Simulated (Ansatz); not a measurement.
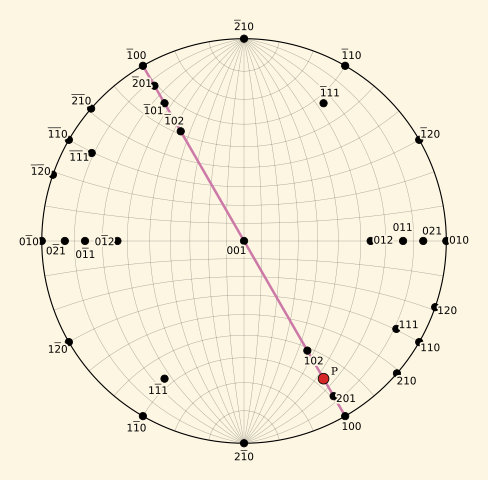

Stereographic projection of plane normals (upper hemisphere) centred on (0 0 1). Crystal: C, the end point of a relaxation with DFT PBE, scalar-relativistic, plane waves, PAW (Ansatz 0.2.0). The drawing is computed from the coordinates (standard cell, symmetry found to 0.002 Å).

a = 2.466 Å, b = 2.466 Å, c = 8.795 Å, α = 90.00°, β = 90.00°, γ = 120.00°.

Question: Index the pole marked P.

Answer: P is (1 0 1), in four indices (1 0 −1 1), 76.3° from the centre.

Question: Which zone does the coloured great circle trace?

Answer: The zone [0 1 0]: its poles satisfy k = 0.

Question: What is the angle between the normals of (0 1 0) and (−1 −1 0), and what are their d_hkl = 1/|g|?

Answer: 150.0°; d = 2.136 Å and 1.233 Å.
